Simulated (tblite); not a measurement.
**Geometry relaxation of C3H9FSi3 (charge +1) (part 3 of 4)**

The same run, continued: C3H9FSi3, charge +1, multiplicity 2; GFN2-xTB geometry optimisation, gas phase (tblite 0.8.0). It belongs to a series of runs on one base structure; here: electron removed.

Geometry of the input (Å):
```
F  3.9295  -0.8168  -0.0750
C  3.5344  0.4958  -0.1177
C  2.0860  0.5421  -0.0692
C  0.8751  0.5937  -0.0520
Si -0.9933  0.6311  0.0098
Si -1.8876  -0.5499  -1.7572
Si -1.7897  -0.4256  1.8730
H  3.9431  0.9408  -1.0195
H  3.9871  0.9921  0.7562
H  -1.4601  2.0501  -0.0285
H  -1.4517  0.0284  -3.0564
H  -3.3723  -0.5056  -1.7055
H  -1.4670  -1.9734  -1.6998
H  -3.2728  -0.3835  1.8990
H  -1.2954  0.2434  3.1140
H  -1.3728  -1.8536  1.9175
```

Trajectory as extended XYZ, continued
```
16
Properties=species:S:1:pos:R:3:forces:R:3 step=40 energy=-555.21029
F     3.8240   -0.8517   -0.0750   -0.0190  -0.0180   0.0030
C     3.4819    0.4749   -0.1064    0.0080  -0.0060  -0.0010
C     2.0451    0.6238   -0.0729    0.0120  -0.0020   0.0010
C     0.8355    0.6768   -0.0432   -0.0230   0.0030   0.0000
Si   -0.9972    0.7211    0.0007    0.0040  -0.0150   0.0000
Si   -1.9107   -0.6292   -1.8212   -0.0100  -0.0150  -0.0300
Si   -1.8147   -0.4991    1.9560    0.0070   0.0000   0.0060
H     3.8933    0.8989   -1.0312    0.0090   0.0130  -0.0080
H     3.9423    0.9546    0.7667    0.0050   0.0110   0.0050
H    -1.3148    2.1520   -0.0434   -0.0110   0.0100   0.0020
H    -1.4074    0.0260   -3.0213   -0.0070  -0.0140   0.0140
H    -3.3596   -0.5281   -1.6600    0.0260   0.0010   0.0020
H    -1.3977   -1.9791   -1.6100   -0.0030   0.0310  -0.0020
H    -3.2685   -0.4132    1.8625   -0.0090   0.0040  -0.0070
H    -1.2557    0.2372    3.0800    0.0050   0.0010   0.0130
H    -1.3034   -1.8562    1.8072    0.0060  -0.0020   0.0020
16
Properties=species:S:1:pos:R:3:forces:R:3 step=41 energy=-555.21042
F     3.8194   -0.8536   -0.0749   -0.0110  -0.0150   0.0040
C     3.4808    0.4738   -0.1063    0.0090  -0.0040  -0.0030
C     2.0442    0.6246   -0.0732    0.0050   0.0060   0.0040
C     0.8347    0.6785   -0.0428   -0.0130   0.0040  -0.0020
Si   -0.9977    0.7228    0.0007   -0.0080  -0.0050   0.0000
Si   -1.9098   -0.6298   -1.8209   -0.0070  -0.0070  -0.0200
Si   -1.8137   -0.4998    1.9557    0.0070   0.0070  -0.0030
H     3.8936    0.8977   -1.0306    0.0070   0.0080  -0.0130
H     3.9423    0.9536    0.7662    0.0030   0.0040   0.0090
H    -1.3175    2.1538   -0.0436   -0.0060  -0.0020   0.0020
H    -1.4081    0.0254   -3.0212   -0.0030  -0.0140   0.0070
H    -3.3582   -0.5281   -1.6601    0.0190  -0.0020   0.0030
H    -1.3941   -1.9778   -1.6053   -0.0040   0.0250  -0.0050
H    -3.2673   -0.4133    1.8622   -0.0120   0.0000  -0.0060
H    -1.2562    0.2366    3.0801    0.0080   0.0000   0.0170
H    -1.3001   -1.8554    1.8024    0.0050  -0.0050   0.0060
16
Properties=species:S:1:pos:R:3:forces:R:3 step=43 energy=-555.21054
F     3.8155   -0.8556   -0.0746   -0.0060  -0.0010   0.0020
C     3.4804    0.4730   -0.1064    0.0010   0.0010  -0.0020
C     2.0437    0.6255   -0.0733   -0.0050   0.0090   0.0030
C     0.8340    0.6798   -0.0427    0.0070   0.0050  -0.0030
Si   -0.9985    0.7236    0.0007   -0.0090   0.0040  -0.0010
Si   -1.9093   -0.6305   -1.8215    0.0010   0.0080   0.0000
Si   -1.8126   -0.5000    1.9555    0.0010   0.0080  -0.0020
H     3.8942    0.8970   -1.0306    0.0020  -0.0030  -0.0040
H     3.9425    0.9529    0.7662   -0.0010  -0.0070   0.0020
H    -1.3200    2.1547   -0.0436   -0.0020  -0.0100   0.0020
H    -1.4088    0.0244   -3.0210    0.0060  -0.0050  -0.0120
H    -3.3565   -0.5281   -1.6600   -0.0030  -0.0030   0.0040
H    -1.3916   -1.9758   -1.6021    0.0020   0.0030  -0.0050
H    -3.2668   -0.4132    1.8616   -0.0010  -0.0030  -0.0050
H    -1.2562    0.2361    3.0811    0.0060  -0.0050   0.0120
H    -1.2975   -1.8550    1.7993    0.0010   0.0000   0.0090
16
Properties=species:S:1:pos:R:3:forces:R:3 step=44 energy=-555.21057
F     3.8144   -0.8561   -0.0745   -0.0050   0.0040   0.0010
C     3.4803    0.4729   -0.1065   -0.0040   0.0020  -0.0010
C     2.0435    0.6260   -0.0732   -0.0040   0.0090   0.0010
C     0.8337    0.6802   -0.0427    0.0080   0.0050  -0.0030
Si   -0.9989    0.7238    0.0007   -0.0010   0.0020  -0.0010
Si   -1.9092   -0.6305   -1.8217    0.0020   0.0100   0.0020
Si   -1.8123   -0.4997    1.9553   -0.0020   0.0040   0.0040
H     3.8944    0.8968   -1.0309   -0.0010  -0.0070   0.0020
H     3.9425    0.9526    0.7664   -0.0020  -0.0090  -0.0020
H    -1.3204    2.1548   -0.0436   -0.0030  -0.0070   0.0010
H    -1.4087    0.0239   -3.0212    0.0080  -0.0030  -0.0160
H    -3.3561   -0.5282   -1.6599   -0.0080  -0.0030   0.0040
H    -1.3911   -1.9751   -1.6017    0.0040  -0.0020  -0.0050
H    -3.2668   -0.4134    1.8614    0.0040  -0.0030  -0.0040
H    -1.2559    0.2358    3.0817    0.0040  -0.0080   0.0060
H    -1.2969   -1.8549    1.7989   -0.0010   0.0050   0.0100
16
Properties=species:S:1:pos:R:3:forces:R:3 step=45 energy=-555.21061
F     3.8127   -0.8568   -0.0743   -0.0040   0.0080  -0.0010
C     3.4801    0.4727   -0.1066   -0.0080   0.0020   0.0010
C     2.0431    0.6267   -0.0730   -0.0010   0.0100  -0.0020
C     0.8334    0.6811   -0.0429    0.0040   0.0050  -0.0030
Si   -0.9996    0.7244    0.0007    0.0100  -0.0020  -0.0010
Si   -1.9089   -0.6301   -1.8218    0.0030   0.0100   0.0030
Si   -1.8119   -0.4993    1.9550   -0.0030  -0.0010   0.0100
H     3.8947    0.8964   -1.0310   -0.0030  -0.0110   0.0070
H     3.9425    0.9519    0.7665   -0.0020  -0.0100  -0.0040
H    -1.3211    2.1549   -0.0435   -0.0050   0.0000   0.0010
H    -1.4085    0.0232   -3.0218    0.0070  -0.0010  -0.0170
H    -3.3557   -0.5286   -1.6596   -0.0110  -0.0020   0.0040
H    -1.3902   -1.9743   -1.6010    0.0050  -0.0060  -0.0040
H    -3.2667   -0.4137    1.8609    0.0100  -0.0030  -0.0030
H    -1.2555    0.2352    3.0825    0.0010  -0.0100   0.0010
H    -1.2961   -1.8547    1.7984   -0.0030   0.0110   0.0100
16
Properties=species:S:1:pos:R:3:forces:R:3 step=46 energy=-555.21067
F     3.8095   -0.8579   -0.0740   -0.0020   0.0100  -0.0030
C     3.4795    0.4723   -0.1068   -0.0120   0.0010   0.0040
C     2.0425    0.6281   -0.0729    0.0050   0.0090  -0.0060
C     0.8328    0.6827   -0.0431   -0.0030   0.0050  -0.0020
Si   -1.0004    0.7254    0.0006    0.0210  -0.0070  -0.0010
Si   -1.9084   -0.6295   -1.8218    0.0030   0.0060   0.0010
Si   -1.8111   -0.4986    1.9547   -0.0030  -0.0070   0.0160
H     3.8950    0.8954   -1.0312   -0.0060  -0.0140   0.0100
H     3.9425    0.9506    0.7665   -0.0020  -0.0090  -0.0050
H    -1.3225    2.1552   -0.0434   -0.0070   0.0100   0.0000
H    -1.4079    0.0219   -3.0230    0.0050   0.0000  -0.0150
H    -3.3553   -0.5294   -1.6590   -0.0100  -0.0010   0.0020
H    -1.3884   -1.9729   -1.5995    0.0040  -0.0070  -0.0040
H    -3.2663   -0.4144    1.8602    0.0140  -0.0020  -0.0020
H    -1.2548    0.2340    3.0839   -0.0030  -0.0110  -0.0060
H    -1.2945   -1.8539    1.7974   -0.0050   0.0150   0.0090
16
Properties=species:S:1:pos:R:3:forces:R:3 step=47 energy=-555.21077
F     3.8042   -0.8596   -0.0735    0.0000   0.0100  -0.0050
C     3.4782    0.4716   -0.1069   -0.0130   0.0000   0.0060
C     2.0417    0.6306   -0.0728    0.0100   0.0080  -0.0100
C     0.8320    0.6855   -0.0436   -0.0120   0.0060   0.0000
Si   -1.0014    0.7270    0.0005    0.0280  -0.0100   0.0000
Si   -1.9075   -0.6284   -1.8219    0.0030   0.0010  -0.0030
Si   -1.8100   -0.4978    1.9545   -0.0020  -0.0120   0.0190
H     3.8954    0.8934   -1.0312   -0.0090  -0.0150   0.0110
H     3.9424    0.9484    0.7665    0.0000  -0.0060  -0.0030
H    -1.3250    2.1560   -0.0433   -0.0090   0.0180   0.0000
H    -1.4069    0.0198   -3.0251    0.0010   0.0000  -0.0080
H    -3.3546   -0.5306   -1.6580   -0.0050   0.0000   0.0000
H    -1.3852   -1.9707   -1.5971    0.0030  -0.0050  -0.0050
H    -3.2653   -0.4156    1.8589    0.0160   0.0000   0.0000
H    -1.2538    0.2318    3.0859   -0.0060  -0.0100  -0.0100
H    -1.2919   -1.8525    1.7957   -0.0060   0.0160   0.0090
16
Properties=species:S:1:pos:R:3:forces:R:3 step=49 energy=-555.21092
F     3.7949   -0.8625   -0.0730    0.0000  -0.0010  -0.0050
C     3.4756    0.4702   -0.1068   -0.0020  -0.0020   0.0060
C     2.0403    0.6358   -0.0732    0.0050   0.0010  -0.0100
C     0.8307    0.6909   -0.0443   -0.0090   0.0090   0.0000
Si   -1.0020    0.7299    0.0003    0.0070   0.0010   0.0010
Si   -1.9057   -0.6268   -1.8225    0.0030  -0.0060  -0.0030
Si   -1.8082   -0.4971    1.9553    0.0040  -0.0070   0.0050
H     3.8955    0.8891   -1.0308   -0.0050  -0.0080   0.0030
H     3.9421    0.9440    0.7665    0.0040   0.0030   0.0050
H    -1.3303    2.1582   -0.0431   -0.0040   0.0120   0.0010
H    -1.4054    0.0162   -3.0291   -0.0060  -0.0010   0.0020
H    -3.3535   -0.5326   -1.6565    0.0060   0.0010  -0.0050
H    -1.3793   -1.9671   -1.5926   -0.0020  -0.0020  -0.0070
H    -3.2628   -0.4174    1.8567    0.0050   0.0020   0.0030
H    -1.2523    0.2277    3.0891   -0.0050   0.0000  -0.0020
H    -1.2872   -1.8494    1.7926   -0.0010  -0.0010   0.0070
16
Properties=species:S:1:pos:R:3:forces:R:3 step=50 energy=-555.21094
F     3.7940   -0.8628   -0.0731   -0.0010  -0.0040  -0.0030
C     3.4753    0.4700   -0.1067    0.0020  -0.0010   0.0040
C     2.0402    0.6365   -0.0735   -0.0010  -0.0010  -0.0060
C     0.8306    0.6916   -0.0443   -0.0020   0.0090   0.0000
Si   -1.0018    0.7302    0.0003   -0.0040   0.0060   0.0010
Si   -1.9055   -0.6268   -1.8226    0.0030  -0.0040  -0.0010
Si   -1.8080   -0.4974    1.9557    0.0040  -0.0030  -0.0010
H     3.8952    0.8883   -1.0307   -0.0020  -0.0040   0.0000
H     3.9420    0.9436    0.7666    0.0040   0.0030   0.0050
H    -1.3310    2.1588   -0.0431   -0.0020   0.0050   0.0010
H    -1.4054    0.0159   -3.0295   -0.0050  -0.0010   0.0020
H    -3.3532   -0.5328   -1.6565    0.0060   0.0010  -0.0050
H    -1.3787   -1.9668   -1.5921   -0.0010  -0.0030  -0.0070
H    -3.2624   -0.4176    1.8566    0.0010   0.0020   0.0030
H    -1.2523    0.2273    3.0893   -0.0030   0.0030   0.0020
H    -1.2867   -1.8490    1.7923    0.0010  -0.0080   0.0070
16
Properties=species:S:1:pos:R:3:forces:R:3 step=51 energy=-555.21096
F     3.7937   -0.8630   -0.0733   -0.0020  -0.0040  -0.0010
C     3.4751    0.4699   -0.1065    0.0030  -0.0010   0.0010
C     2.0402    0.6368   -0.0738   -0.0050  -0.0030  -0.0020
C     0.8306    0.6922   -0.0444    0.0050   0.0090  -0.0010
Si   -1.0017    0.7305    0.0003   -0.0100   0.0090   0.0010
Si   -1.9054   -0.6270   -1.8228    0.0030  -0.0020   0.0020
Si   -1.8078   -0.4976    1.9559    0.0040   0.0010  -0.0050
H     3.8950    0.8878   -1.0306    0.0000  -0.0010  -0.0010
H     3.9421    0.9434    0.7668    0.0030   0.0020   0.0030
H    -1.3314    2.1592   -0.0431   -0.0010   0.0000   0.0010
H    -1.4056    0.0158   -3.0296   -0.0040   0.0000   0.0000
H    -3.3530   -0.5328   -1.6566    0.0050   0.0000  -0.0050
H    -1.3784   -1.9668   -1.5922   -0.0010  -0.0050  -0.0070
H    -3.2621   -0.4176    1.8566   -0.0010   0.0010   0.0030
H    -1.2524    0.2272    3.0894   -0.0010   0.0040   0.0040
H    -1.2865   -1.8491    1.7924    0.0020  -0.0110   0.0070
16
Properties=species:S:1:pos:R:3:forces:R:3 step=52 energy=-555.21098
F     3.7930   -0.8634   -0.0735   -0.0030  -0.0040   0.0030
C     3.4750    0.4697   -0.1062    0.0030  -0.0010  -0.0030
C     2.0400    0.6373   -0.0744   -0.0080  -0.0030   0.0040
C     0.8304    0.6934   -0.0444    0.0100   0.0080  -0.0020
Si   -1.0017    0.7311    0.0003   -0.0140   0.0110   0.0000
Si   -1.9050   -0.6272   -1.8229    0.0030   0.0010   0.0040
Si   -1.8074   -0.4979    1.9561    0.0030   0.0030  -0.0070
H     3.8947    0.8870   -1.0306    0.0040   0.0030  -0.0020
H     3.9422    0.9432    0.7671   -0.0010  -0.0020  -0.0010
H    -1.3321    2.1598   -0.0430    0.0000  -0.0040   0.0010
H    -1.4059    0.0155   -3.0300   -0.0030   0.0010  -0.0020
H    -3.3525   -0.5329   -1.6569    0.0030   0.0000  -0.0040
H    -1.3780   -1.9668   -1.5924    0.0000  -0.0070  -0.0060
H    -3.2616   -0.4176    1.8567   -0.0010   0.0010   0.0030
H    -1.2526    0.2270    3.0898    0.0000   0.0050   0.0060
H    -1.2861   -1.8492    1.7927    0.0030  -0.0120   0.0060
16
Properties=species:S:1:pos:R:3:forces:R:3 step=53 energy=-555.21101
F     3.7914   -0.8640   -0.0737   -0.0030  -0.0020   0.0070
C     3.4746    0.4693   -0.1058    0.0020  -0.0010  -0.0070
C     2.0397    0.6381   -0.0750   -0.0080  -0.0030   0.0110
C     0.8301    0.6953   -0.0447    0.0120   0.0060  -0.0030
Si   -1.0021    0.7320    0.0004   -0.0110   0.0100   0.0000
Si   -1.9043   -0.6273   -1.8231    0.0030   0.0020   0.0040
Si   -1.8067   -0.4981    1.9563    0.0020   0.0040  -0.0060
H     3.8946    0.8859   -1.0305    0.0060   0.0060  -0.0020
H     3.9425    0.9426    0.7675   -0.0050  -0.0060  -0.0060
H    -1.3332    2.1606   -0.0428    0.0000  -0.0050   0.0010
H    -1.4062    0.0149   -3.0307   -0.0010   0.0030  -0.0030
H    -3.3518   -0.5331   -1.6573    0.0000   0.0000  -0.0030
H    -1.3772   -1.9667   -1.5927    0.0020  -0.0090  -0.0050
H    -3.2610   -0.4176    1.8567   -0.0010   0.0000   0.0030
H    -1.2527    0.2266    3.0905    0.0000   0.0040   0.0040
H    -1.2853   -1.8495    1.7934    0.0030  -0.0100   0.0050
16
Properties=species:S:1:pos:R:3:forces:R:3 step=54 energy=-555.21104
F     3.7893   -0.8649   -0.0737   -0.0020  -0.0010   0.0090
C     3.4742    0.4690   -0.1056   -0.0020  -0.0020  -0.0100
C     2.0393    0.6390   -0.0755   -0.0040  -0.0010   0.0150
C     0.8298    0.6975   -0.0450    0.0070   0.0040  -0.0030
Si   -1.0027    0.7331    0.0005   -0.0030   0.0050  -0.0010
Si   -1.9035   -0.6272   -1.8233    0.0020   0.0010   0.0030
Si   -1.8058   -0.4981    1.9564    0.0010   0.0010  -0.0020
H     3.8946    0.8848   -1.0304    0.0070   0.0080  -0.0010
H     3.9427    0.9419    0.7678   -0.0090  -0.0090  -0.0090
H    -1.3346    2.1613   -0.0426   -0.0020  -0.0020   0.0010
H    -1.4065    0.0141   -3.0317    0.0000   0.0040  -0.0020
H    -3.3509   -0.5333   -1.6576   -0.0010   0.0000  -0.0020
H    -1.3762   -1.9666   -1.5931    0.0020  -0.0080  -0.0040
H    -3.2602   -0.4177    1.8567    0.0010   0.0000   0.0020
H    -1.2527    0.2260    3.0916    0.0000   0.0030   0.0000
H    -1.2844   -1.8499    1.7942    0.0010  -0.0050   0.0040
16
Properties=species:S:1:pos:R:3:forces:R:3 step=56 energy=-555.21109
F     3.7854   -0.8664   -0.0733    0.0000   0.0000   0.0060
C     3.4734    0.4682   -0.1058   -0.0050  -0.0030  -0.0060
C     2.0386    0.6404   -0.0754    0.0050   0.0030   0.0100
C     0.8293    0.7014   -0.0457   -0.0080   0.0000  -0.0010
Si   -1.0036    0.7350    0.0005    0.0100  -0.0040  -0.0010
Si   -1.9020   -0.6269   -1.8234    0.0010  -0.0040  -0.0030
Si   -1.8042   -0.4981    1.9564    0.0010  -0.0050   0.0050
H     3.8952    0.8834   -1.0303    0.0030   0.0040  -0.0010
H     3.9426    0.9401    0.7676   -0.0080  -0.0070  -0.0070
H    -1.3370    2.1624   -0.0421   -0.0040   0.0060   0.0010
H    -1.4068    0.0131   -3.0336    0.0010   0.0040   0.0030
H    -3.3497   -0.5338   -1.6581    0.0000   0.0000   0.0000
H    -1.3744   -1.9667   -1.5938    0.0010  -0.0010  -0.0020
H    -3.2589   -0.4179    1.8566    0.0040  -0.0010   0.0010
H    -1.2527    0.2252    3.0934   -0.0010   0.0020  -0.0070
H    -1.2828   -1.8505    1.7955   -0.0010   0.0050   0.0020
16
Properties=species:S:1:pos:R:3:forces:R:3 step=57 energy=-555.21111
F     3.7841   -0.8670   -0.0729    0.0000  -0.0010   0.0020
C     3.4730    0.4678   -0.1061   -0.0040  -0.0020  -0.0020
C     2.0384    0.6410   -0.0750    0.0060   0.0030   0.0030
C     0.8291    0.7028   -0.0460   -0.0100   0.0000   0.0000
Si   -1.0038    0.7357    0.0005    0.0090  -0.0050  -0.0010
Si   -1.9014   -0.6270   -1.8235    0.0000  -0.0040  -0.0040
Si   -1.8037   -0.4982    1.9565    0.0010  -0.0050   0.0050
H     3.8955    0.8830   -1.0303    0.0000   0.0010   0.0000
H     3.9423    0.9392    0.7673   -0.0040  -0.0030  -0.0020
H    -1.3380    2.1630   -0.0419   -0.0040   0.0050   0.0010
H    -1.4070    0.0129   -3.0341    0.0020   0.0040   0.0040
H    -3.3492   -0.5339   -1.6584    0.0010   0.0000   0.0000
H    -1.3737   -1.9669   -1.5942    0.0000   0.0010  -0.0020
H    -3.2583   -0.4179    1.8567    0.0030  -0.0010   0.0010
H    -1.2528    0.2251    3.0938    0.0000   0.0020  -0.0070
H    -1.2822   -1.8508    1.7961   -0.0010   0.0060   0.0010
16
Properties=species:S:1:pos:R:3:forces:R:3 step=58 energy=-555.21113
F     3.7837   -0.8672   -0.0726   -0.0010  -0.0010  -0.0010
C     3.4728    0.4676   -0.1063   -0.0020  -0.0010   0.0010
C     2.0383    0.6413   -0.0747    0.0030   0.0020  -0.0020
C     0.8291    0.7035   -0.0461   -0.0060  -0.0010   0.0010
Si   -1.0037    0.7360    0.0005    0.0030  -0.0040   0.0000
Si   -1.9012   -0.6272   -1.8236    0.0000  -0.0030  -0.0020
Si   -1.8034   -0.4985    1.9567    0.0010  -0.0020   0.0020
H     3.8956    0.8830   -1.0303   -0.0010  -0.0020   0.0000
H     3.9419    0.9388    0.7672   -0.0010   0.0000   0.0010
H    -1.3385    2.1634   -0.0418   -0.0030   0.0020   0.0010
H    -1.4071    0.0130   -3.0341    0.0030   0.0040   0.0040
H    -3.3489   -0.5339   -1.6586    0.0010  -0.0010   0.0010
H    -1.3734   -1.9671   -1.5945    0.0000   0.0020  -0.0020
H    -3.2579   -0.4179    1.8568    0.0020  -0.0010   0.0010
H    -1.2529    0.2252    3.0937    0.0010   0.0030  -0.0050
H    -1.2820   -1.8509    1.7964    0.0000   0.0040   0.0010
```

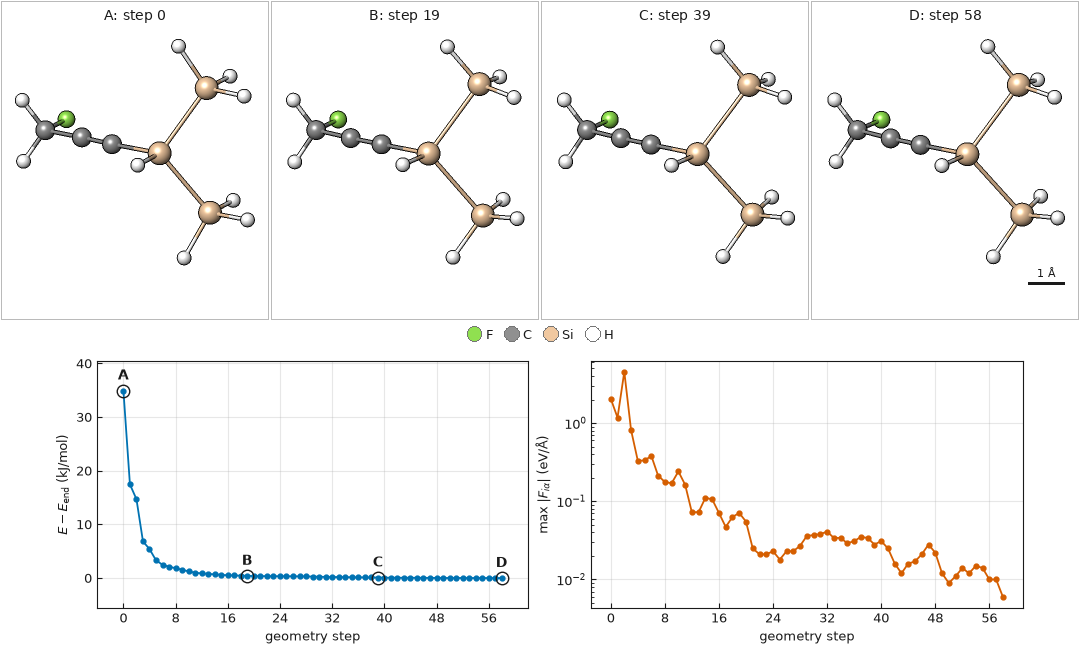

*Frames of the relaxation (ball-and-stick view, seen at a tilt) above the curves, on which the letters mark them (steps are counted from 0).*
